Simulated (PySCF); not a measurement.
Excited-state calculation, with input and output: CH$_{3}$P

- system: CH$_{3}$P (phosphethene)
- method: TDDFT CAM-B3LYP/def2-SVPD, vertical, gas phase, core orbitals frozen in the response (PySCF 2.14.0)

The geometry comes from this level: PBE0-D3(BJ)/def2-SVP.

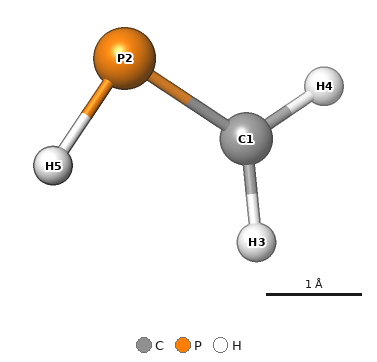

Fig. 1: The structure as given in the input (ball-and-stick view, seen at a tilt; atoms are numbered from 1 in the order of the input). Bond lengths as drawn: C–H 1.09 to 1.10 Å, C–P 1.67 Å and H–P 1.44 Å.

Input file:
```
{"job": {"kind": "uv", "xc": "CAM-B3LYP", "basis": "def2-SVPD", "ip": true, "dynamic": false}, "charge": 0, "multiplicity": 1}
C     -0.384013     0.056740    -0.233394
P      1.038963    -0.758010     0.061426
H     -0.465195     1.046268    -0.694647
H     -1.334192    -0.413095     0.045748
H      1.937769     0.233402    -0.460136
```

The first line tells a small driver script what to run in PySCF; the rest is the geometry in Å.

Machine: 1 CPU thread, shared host.

Run as:
```bash
OMP_NUM_THREADS=1 python <driver script> task.json out
```

Output:
```
coarse grid: 4576 points
cycle   1  E = -381.0123452523  dE = -4.429e-02  |g| = 1.273e-01  |ddm| = 2.515e+00
cycle   2  E = -381.0154835778  dE = -3.138e-03  |g| = 9.536e-02  |ddm| = 2.974e-01
cycle   3  E = -381.0177666741  dE = -2.283e-03  |g| = 3.706e-02  |ddm| = 1.268e-01
cycle   4  E = -381.0181519894  dE = -3.853e-04  |g| = 8.943e-03  |ddm| = 4.790e-02
cycle   5  E = -381.0181824880  dE = -3.050e-05  |g| = 1.056e-03  |ddm| = 1.507e-02
cycle   6  E = -381.0181830248  dE = -5.368e-07  |g| = 3.099e-04  |ddm| = 2.298e-03
final grid: 39256 points
cycle   7  E = -381.0643435678  dE = -5.094e-06  |g| = 1.573e-03  |ddm| = 1.561e-02
cycle   8  E = -381.0643431351  dE =  4.328e-07  |g| = 2.074e-03  |ddm| = 4.061e-03
cycle   9  E = -381.0643443119  dE = -1.177e-06  |g| = 1.272e-04  |ddm| = 1.957e-03
cycle  10  E = -381.0643443195  dE = -7.584e-09  |g| = 7.228e-05  |ddm| = 2.791e-04
cycle  11  E = -381.0643443213  dE = -1.833e-09  |g| = 1.774e-05  |ddm| = 1.652e-04
cycle  12  E = -381.0643443214  dE = -1.380e-10  |g| = 3.430e-06  |ddm| = 4.732e-05
```

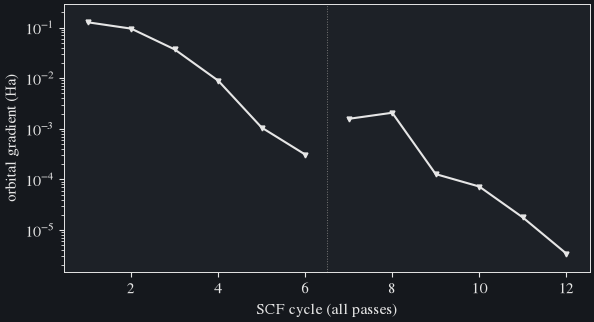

Fig. 2: Convergence of the self-consistent field: orbital gradient against the SCF cycle. The dotted line marks the change from a coarse to the final integration grid. The first 6 cycles use a coarse grid, the final grid takes over at cycle 7, and the field converges after 12 cycles in all.

```
converged SCF energy = -381.0643443214

Static polarisability (au): isotropic 39.548, principal 30.211 36.780 51.654

Singlet excitations
state   eV       nm        f      main configurations
  1   4.7314    262.0   0.00941   H-1->L 0.99
  2   5.8261    212.8   0.21298   H->L 0.94
  3   6.7333    184.1   0.02680   H->L+1 0.83, H-2->L 0.09
  4   6.9613    178.1   0.00059   H-2->L 0.89, H->L+1 0.10
  5   7.4980    165.4   0.12457   H-1->L+1 0.92
  6   8.0986    153.1   0.02957   H->L+2 0.83, H->L+3 0.09
  7   8.3913    147.8   0.13354   H-1->L+2 0.83
  8   8.5489    145.0   0.08991   H->L+3 0.83, H->L+2 0.12
  9   8.9907    137.9   0.00079   H-3->L 0.95
 10   8.9977    137.8   0.09859   H-1->L+3 0.86

Triplet excitations (Tamm-Dancoff, eV): 2.8765 3.7523 6.1790 6.3360
Vertical ionisation energy (delta-SCF) = 10.1834 eV
Vertical electron affinity (delta-SCF) = -0.3931 eV
```

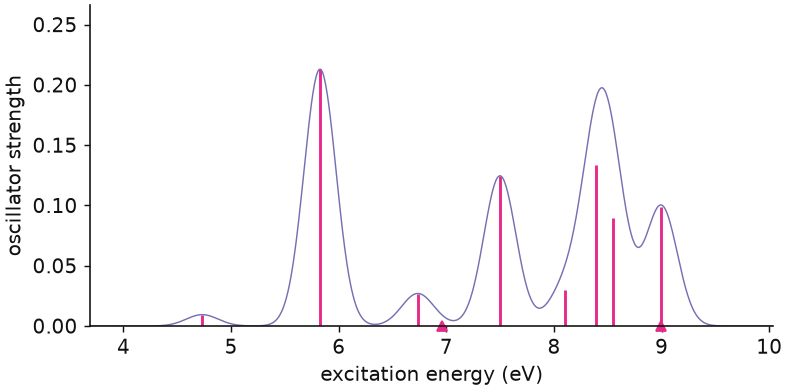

Fig. 3: Computed excitations as sticks (degenerate states added up, dark ones marked on the axis), with a Gaussian envelope of 0.35 eV full width at half maximum, scaled to the tallest. Of the 10 states the lowest lies at 4.73 eV (f = 0.009); the strongest line is at 5.83 eV, or 213 nm (f = 0.213).

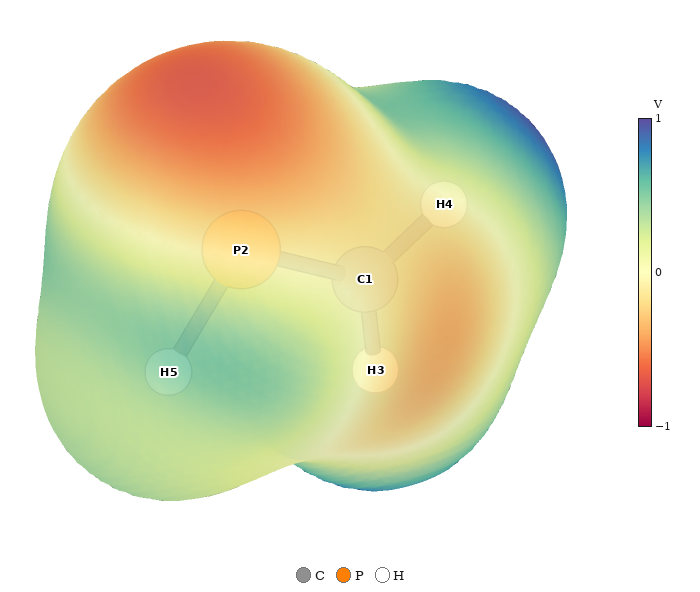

Fig. 4: The electrostatic potential painted on the density surface at 0.002 e/bohr³, seen at a tilt; the colour scale runs from red (negative) to blue (positive). A positive charge is drawn to the negative regions and a negative charge to the positive ones. Its dipole moment is 0.87 D.

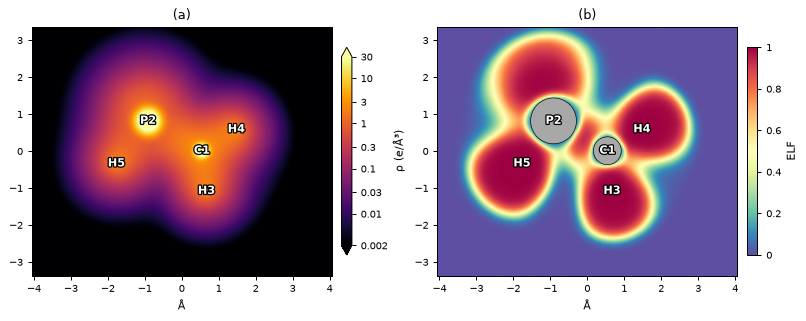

Fig. 5: (a) electron density; (b) ELF on the molecular plane. Grey discs, where drawn, cover atomic cores. C–H (1.09 Å): ρ is about 2 e/Å³ halfway; the ELF climbs to about 1 towards the hydrogen, as it does in any bond to H; a covalent bond by its length.

Results in brief:

- outcome: converged
- total energy: −381.064344 hartree
- HOMO: −9.04 eV
- LUMO: −0.61 eV
- dipole moment: 0.87 D
- mean polarisability: 39.55 a.u.
- vertical ionisation energy: 10.18 eV
- vertical electron affinity: −0.39 eV
- lowest singlet excitation: 4.73 eV
- wall time: 6.7 s
- peak memory: 0.33 GiB
